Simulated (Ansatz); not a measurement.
# Fields on a plane of Gd (hcp, Mg type)

```xyz
2
Lattice="3.6392 0.0000 0.0000 -1.8196 3.1517 0.0000 0.0000 0.0000 5.9092" Properties=species:S:1:pos:R:3 pbc="T T T"
Gd     0.0000     2.1011     4.4319
Gd     1.8196     1.0506     1.4773
```

The slice is a (0001) plane (indices of the conventional cell) through the point (0.333, 0.667, 0.750) (fractional), spanned by u = [110] and v = [1 -1 0] in vectors of this cell: u (3.64 Å) and v (6.30 Å, at 90° to u). It covers one period; positions are fractions (u, v).

Atoms on it: Gd at (0.00, 0.00); Gd at (0.50, 0.50).

These are r2SCAN (plane waves to 500 eV, PAW, scalar-relativistic; Ansatz, a quantum-chemistry and plane-wave program) values and carry that method's errors. k mesh 15×15×8. Near the nuclei the fields are pseudised (PAW); where an atom keeps semicore shells as valence, they peak there. Gd was relaxed with its symmetry unable to fall. Relaxed Gd ends ferromagnetic. Other magnetic orders were not checked, so this need not be the ground state. The f-shell state is unchecked: a lower one may exist.

```
|xxxx@@##--..::==::..--##@@xx|
|@@@@%%**::..++##++..::**%%@@|
|%%%%**::..--##@@##--..::**%%|
|==--::  ::**@@@@@@**::  ::--|
|      ..--##%%%%%%##--..    |
|      ..--==========--..    |
|          ..........        |
|..        ::------::        |
|..      --**##%%##**--      |
|      ::**@@@@@@@@@@**::    |
|..    ==%%@@xxxxxx@@%%==    |
|::..  ==%%@@xxxxxx@@%%==  ..|
|==::..--##@@xxxxxx@@##--..::|
|##++..::**%%@@@@@@%%**::..++|
|@@##--..::**%%%%%%**::..--##|
|@@@@**::  ::--==--::  ::**@@|
|%%%%##--..          ..--##%%|
|======--..          ..--====|
|......                  ....|
|----::        ..        ::--|
|%%##**--      ..      --**##|
|@@@@@@**::          ::**@@@@|
|xxxx@@%%==    ..    ==%%@@xx|
|xxxx@@%%==  ..::..  ==%%@@xx|
```
Scale: ten equal steps from 0.08 (start of ' ') to 0.82 (end of '@'), in the order ' .:-=+*#%@'. Values: ELF of the up spins. The map has 14 points along u (two characters each, u = 0 at the left) and 24 along v (v = 0 in the bottom row). Points within 0.5 Å of a nucleus are blanked (x), as the pseudised field means little there.

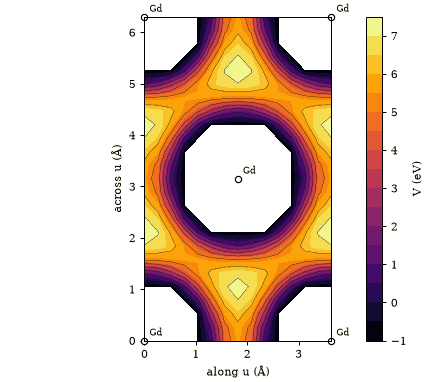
Figure. Electrostatic potential energy of an electron, from the cell's mean, in eV, one period of the plane, atoms marked. Points within 1 Å of a nucleus are left white, as the pseudised field means little there. Values under -1 eV are set to -1. The zero, the cell's mean, hangs on the PAW cores.

| Quantity | Value |
|---|---|
| Density on the Gd–Gd line (3.64 Å) at its midpoint | 0.10 e/Å³ |
| ELF at that point | 0.20 |
